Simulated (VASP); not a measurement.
Band structure of Ni3Si (L1_2). Calculation: r2SCAN meta-GGA with spin-orbit coupling, VASP's PBE PAW potentials (set 64) (plane waves; VASP).

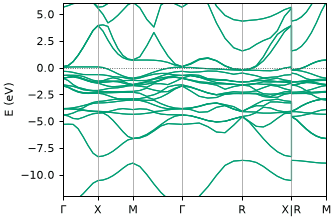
*Bands along high-symmetry lines, zero at the valence-band maximum or, without a gap, the Fermi level*

Q: Read the plot: is there a gap, and where are the band edges?

A: It has no gap at this level: it comes out as a metal or semimetal.

The compound is Ni3Si in the L1_2 structure. It was relaxed first.
